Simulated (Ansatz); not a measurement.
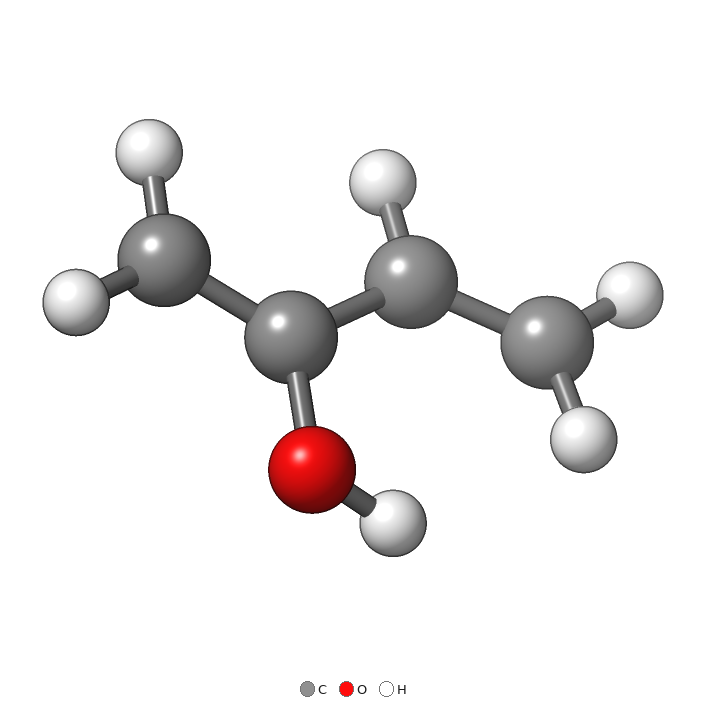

The picture shows a molecular structure as a ball-and-stick model.

The computed structure is the end point of a PBE0-D4/def2-TZVP optimisation.

Identify the structure.

The molecule is C4H6O. Its SMILES string is `C=CC(=C)O`. It has no ring. Among its groups: alkene. This geometry has C1 symmetry. Coordination: 4 C trigonal planar; 1 O bent.

More results for the same structure follow; atom numbers are the same in all pictures, views and colours differ.

## Levels of theory compared

Program: Ansatz 0.2.0.

Compare dipole (D), HOMO energy (eV), HOMO–LUMO gap (eV) at these levels: B3LYP-D4/def2-TZVPP; PBE-D4/def2-TZVPP; r2SCAN-D4/def2-TZVPP; ωB97M-V/def2-TZVPP.

```csv
level,dipole (D),HOMO energy (eV),HOMO–LUMO gap (eV)
B3LYP-D4/def2-TZVPP,1.62,−6.36,5.20
PBE-D4/def2-TZVPP,1.52,−5.50,3.64
r2SCAN-D4/def2-TZVPP,1.58,−5.68,3.96
ωB97M-V/def2-TZVPP,1.71,−8.68,9.78
```

## Thermal motion

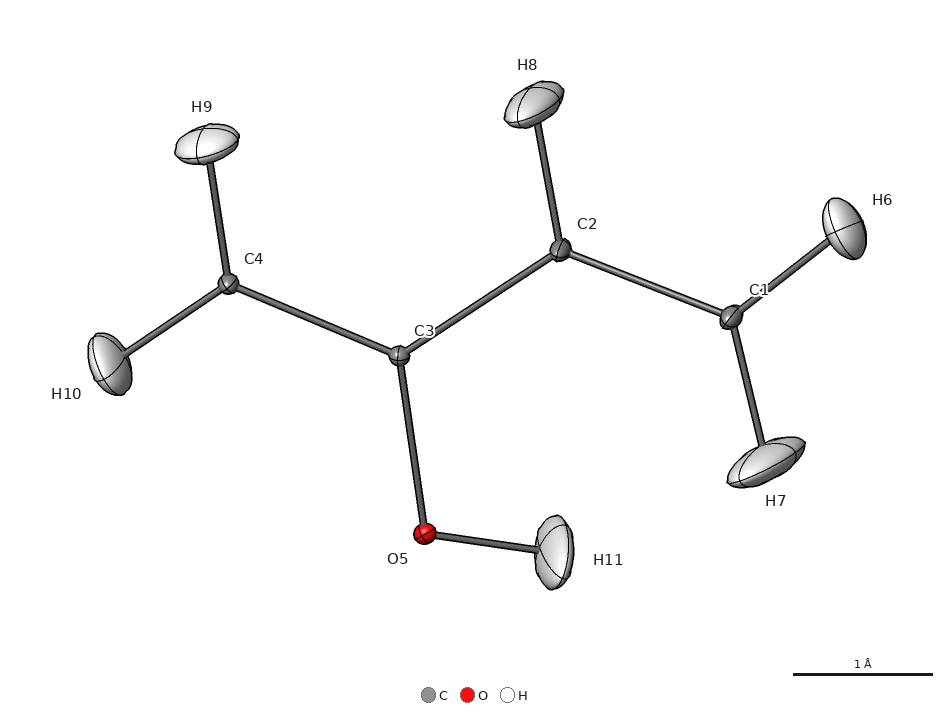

Displacement ellipsoids at the 50 % level, from the internal vibrations of the free molecule (harmonic, no overall translation or rotation; no half-axis is drawn under 0.075 Å). Vibrations computed with RKS PBE0-D4/def2-TZVP (Ansatz 0.2.0). Temperature: 400 K.

**Which atom moves most?**

H11, with U_eq = 0.0497 Å².

**Does H11 move more along its bond or across it?**

Across it: the root-mean-square amplitude is 0.079 Å along the bond and up to 0.351 Å across, since bending and torsion are softer than stretching.

Give the displacement parameters, one line for each set of equivalent atoms.

```csv
atom,U_eq (Å²),rms amplitudes (Å)
C1,0.0040,"0.033, 0.058, 0.086"
C2,0.0045,"0.033, 0.041, 0.103"
C3,0.0019,"0.033, 0.039, 0.057"
C4,0.0028,"0.034, 0.045, 0.072"
O5,0.0019,"0.034, 0.035, 0.057"
H6,0.0196,"0.086, 0.152, 0.169"
H7,0.0484,"0.080, 0.158, 0.337"
H8,0.0399,"0.080, 0.124, 0.313"
H9,0.0194,"0.078, 0.153, 0.169"
H10,0.0258,"0.081, 0.150, 0.220"
H11,0.0497,"0.074, 0.142, 0.351"
```

## Charges

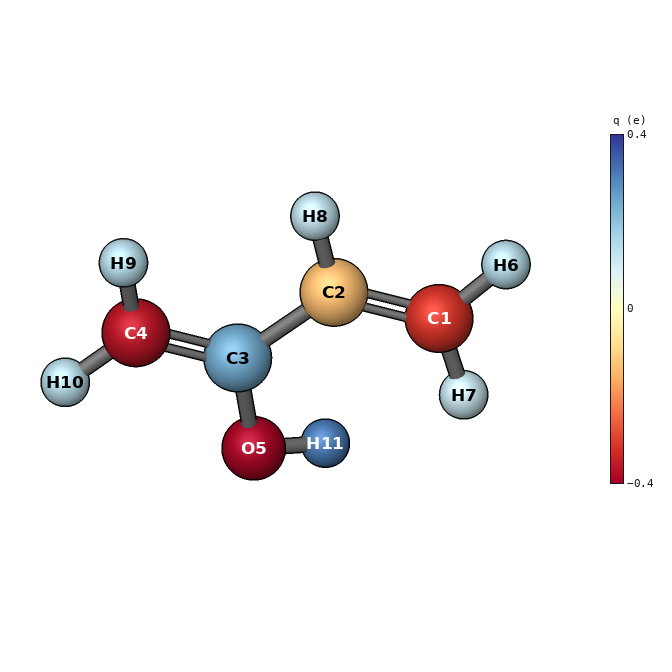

Atoms are coloured by their Mulliken charges. Level of theory: RKS PBE0-D4/def2-TZVP (Ansatz 0.2.0).

**Which atom carries the highest charge (most positive or least negative)?**

H11 (0.31 e).

**And the lowest?**

O5 (−0.39 e).

Give the Mulliken charges atom by atom.

| atom | value (e) |
| --- | --- |
| C1 | −0.31 |
| C2 | −0.13 |
| C3 | 0.24 |
| C4 | −0.36 |
| O5 | −0.39 |
| H6 | 0.14 |
| H7 | 0.11 |
| H8 | 0.12 |
| H9 | 0.14 |
| H10 | 0.13 |
| H11 | 0.31 |

Mulliken values depend strongly on the basis set and can even reverse the polarity of a bond.
